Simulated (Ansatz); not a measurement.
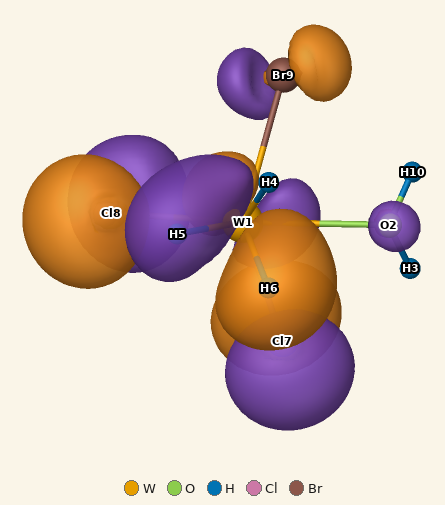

*BrCl2H5OW. The HOMO−1 at ±0.08 Å⁻³ᐟ² (orange and purple are the two phases), seen across its widest extent.*

Core potentials replace the inner electrons of W.

Computed with RKS B3LYP-D4/def2-SVP (Ansatz 0.2.0).

```tsv
atom	x (Å)	y (Å)	z (Å)
W	0.2232	-0.3676	-0.1180
O	0.0590	-0.5816	2.2132
H	-0.6436	-1.2228	2.4159
H	0.8100	1.0371	0.5739
H	0.0620	1.0570	-0.9479
H	-0.8706	0.7665	0.4372
Cl	-1.6900	-1.6954	0.2049
Cl	0.4850	-0.9182	-2.3431
Br	2.5490	-1.0141	0.5469
H	0.8907	-0.9315	2.5759
```

> Describe this orbital and give its energy.

By Hirshfeld shares it lies mainly on Cl8 (about 30 %), Cl7 (about 25 %), W1 (about 25 %), H6 (about 10 %) and H5 (about 5 %). Its energy is −7.77 eV.
